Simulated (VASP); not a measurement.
Band structure of ReS (space group P6_3/mmc). Calculation: PBE GGA, VASP's PBE PAW potentials (set 64) (plane waves; VASP 6.6.1).

Unless said otherwise, spin-orbit coupling is left out, though it shifts the bands of the heavy elements here.

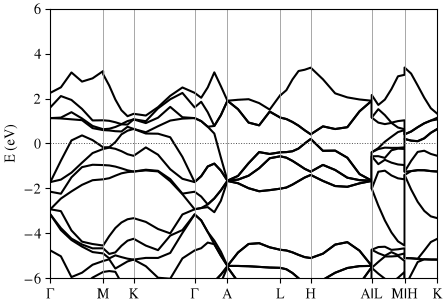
Bands along high-symmetry lines, zero at the valence-band maximum or, without a gap, the Fermi level

### Question
Read the plot: is there a gap, and where are the band edges?

### Answer
It has no gap at this level: it comes out as a metal or semimetal.

The structure was generated: ReS was put into an ordered model structure, which need not be its known phase. The cell was not relaxed at this level.
